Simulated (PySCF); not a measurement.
# BP86/STO-3G run of GeH4S (Ge(SH)H3)

Aim: the vertical ionisation energy of GeH4S (Ge(SH)H3) at BP86/STO-3G, from 2 runs. Input form: a Python script.

Program for the calculation: PySCF 2.14.0.

**1. The structure to begin with**

The species is GeH4S (6 atoms), meant as a singlet with charge 0. SMILES: `[H][Ge]([H])([H])[SH]`. The shape comes from GFN2-xTB, which is rough for such elements, and wasn't checked as a minimum.

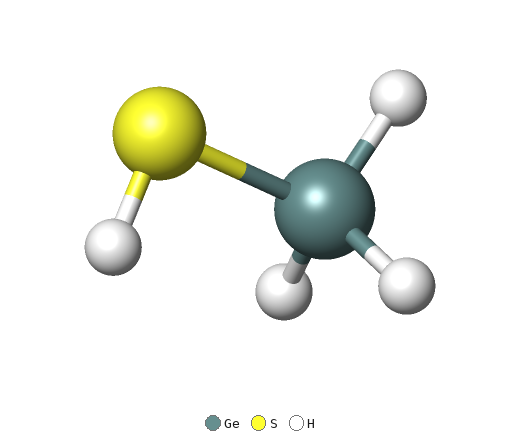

Viewed from a chosen angle; germanium teal, sulfur yellow, hydrogen white.

**2. The energy at BP86/STO-3G**

job.py reads:

```python
# Ge(SH)H3
from pyscf import gto, dft

system = gto.M(
    atom='''
Ge     0.201110    -0.010780    -0.503070
S      0.260440     0.021500     1.690160
H     -1.059390     0.053950     1.826060
H      1.614000    -0.023310    -0.982370
H     -0.508420     1.199120    -1.038330
H     -0.507750    -1.240490    -0.992450
''',
    spin=0,
    max_memory=1860,
    verbose=3,
    basis='sto-3g',
)

myscf = dft.RKS(system, xc='bp86')
myscf.conv_tol = 1e-10
myscf.grids.level = 4
myscf.kernel()
if not myscf.converged:
    myscf = myscf.newton().run(myscf.mo_coeff, myscf.mo_occ)

e_tot = myscf.e_tot
print('E(%s) = %.9f' % ('BP86', e_tot))
```

Command:

```bash
$ OMP_NUM_THREADS=1 python job.py
```

Log:

```text
converged SCF energy = -2449.45164138188
E(BP86) = -2449.451641382
```

It took 3 s on 1 thread of Arm Neoverse V2, shared host; peak memory 0.23 GiB.

**3. The doublet cation**

calc.py reads:

```python
from pyscf import gto, dft

molecule = gto.M(
    atom=[
    ('Ge', (0.201110, -0.010780, -0.503070)),
    ('S', (0.260440, 0.021500, 1.690160)),
    ('H', (-1.059390, 0.053950, 1.826060)),
    ('H', (1.614000, -0.023310, -0.982370)),
    ('H', (-0.508420, 1.199120, -1.038330)),
    ('H', (-0.507750, -1.240490, -0.992450)),
],
    basis='sto-3g',
    max_memory=1860,
    charge=1,
    verbose=3,
    spin=1,
)

calc0 = dft.UKS(molecule)
calc0.xc = 'bp86'
calc0.grids.level = 4
calc0.conv_tol = 1e-10
calc0.kernel()
if not calc0.converged:
    calc0 = calc0.newton().run(calc0.mo_coeff, calc0.mo_occ)

energy = calc0.e_tot
print('Final energy', energy)
```

Command:

```bash
$ OMP_NUM_THREADS=1 python calc.py
```

Log:

```text
WARN: HOMO -0.10512689385829 >= LUMO -0.104855306555582

converged SCF energy = -2449.20978260719  <S^2> = 0.75098785  2S+1 = 2.0009876
Final energy -2449.2097826071863
```

Run time: 6.3 s. Hardware: 1 thread of Arm Neoverse V2, shared host; peak memory 0.24 GiB.

**4. What came out**

Level: BP86/STO-3G.

| quantity | value |
| --- | --- |
| singlet GeH4S: total energy | -2449.45164 Eh |
| singlet GeH4S: dipole moment | 0.85 D |
| singlet GeH4S: HOMO energy | -1.94 eV |
| singlet GeH4S: LUMO energy | 4.29 eV |
| singlet GeH4S: HOMO–LUMO gap | 6.23 eV |
| doublet cation: total energy | -2449.20978 Eh |
| doublet cation: HOMO energy (highest over α and β) | -12.12 eV |
| doublet cation: LUMO energy (lowest over α and β) | -11.03 eV |
| doublet cation: ⟨S²⟩ | 0.751 |
| vertical ionisation energy (to the doublet cation) | 6.581 eV |

What this shows: Removing an electron at fixed nuclei costs 6.58 eV (635 kJ/mol). The negative HOMO energy of the first species, 1.94 eV, lies 4.64 eV below that difference. In a minimal basis such a difference can be off by several eV, whatever the method. Mulliken charges (singlet GeH4S) run from -0.07 on H6 to +0.24 on Ge1.
